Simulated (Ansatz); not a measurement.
Partial pair distribution functions of a relaxed model of amorphous Si24O48C, broadened by 0.06 Å; density 2.20 g/cm³. Computed with PBE, scalar-relativistic without spin-orbit coupling (plane waves to 420 eV, PAW; Ansatz, a first-principles code).

Preparation: random packing, a CHGNet melt and quench, and a DFT relaxation. O atoms were pushed apart under 1.9 Å during the dynamics, to hinder bonds among them. The hot cell started wider than the set density and was brought back towards it in steps. It is the lowest in DFT energy of 2 quenches. It is a model cell: composition and starting density were chosen by hand, and all elements were melted together. No dispersion term was used. Its density started from a set value of 2.20 and ended at 2.20 g/cm³. Cooling (nominally 320 K/ps over its main leg) ran many orders faster than in experiment, which tends to leave more defects and strain. Values belong to this one cell and scatter from quench to quench. The volume was held where the preparation left it and the shape relaxed, at a PBE pressure of -1.5 GPa (tension). Stress components on the final sampling reach 2.7 GPa. Cycles of charging lowered its energy after that relaxation.

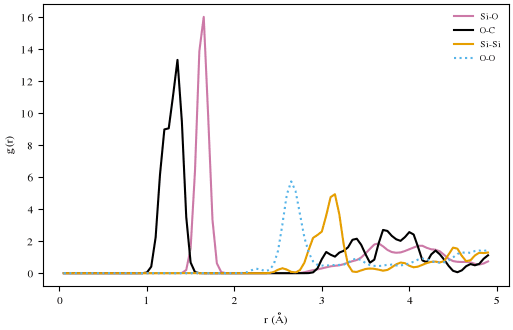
Fig. 1. Partial pair distribution functions

Highest peaks under 4.5 Å: Si-O near 1.65 Å, O-C near 1.35 Å, Si-Si near 3.15 Å, O-O near 2.65 Å; pairs of few atoms are noisy.

Within 1.90 Å each Si has 3.83 O neighbours on average.
